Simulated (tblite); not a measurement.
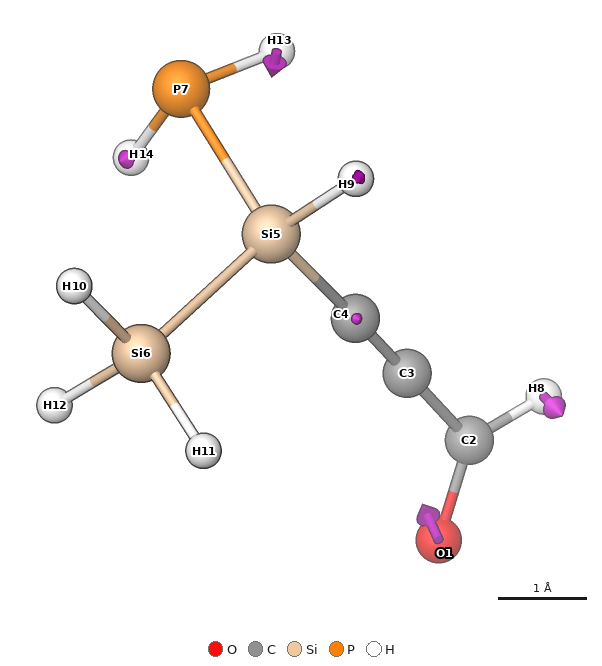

This is a relaxation of C₃H₇OPSi₂. The starting structure is drawn; purple arrows show the displacements, at their true length. The two geometries are superimposed by the best rigid fit.

A ball-and-stick model, seen from a free direction.

Computed with tblite 0.8.0, GFN2-xTB geometry optimisation, gas phase. 

### What happened in the run?

The energy falls by 0.134 eV in 91 geometry steps. The atom that moves furthest after the best rigid fit is O1 (0.67 Å). Largest moves by element: O 0.67 Å, H 0.55 Å, C 0.10 Å, P 0.07 Å, Si 0.05 Å. Near-neighbour distances that change, for instance: Si5–P7 2.220 → 2.259 Å, P7–H14 1.417 → 1.383 Å, Si5–Si6 2.299 → 2.329 Å, O1–C2 1.227 → 1.204 Å. Bond angles that change, for instance: Si6–Si5–H9 111.0° → 118.0°, C4–Si5–H9 108.8° → 104.0°, O1–C2–C3 121.3° → 125.7°. The run took 1.2 s on 1 thread of Arm Neoverse N1, with other jobs on the host.
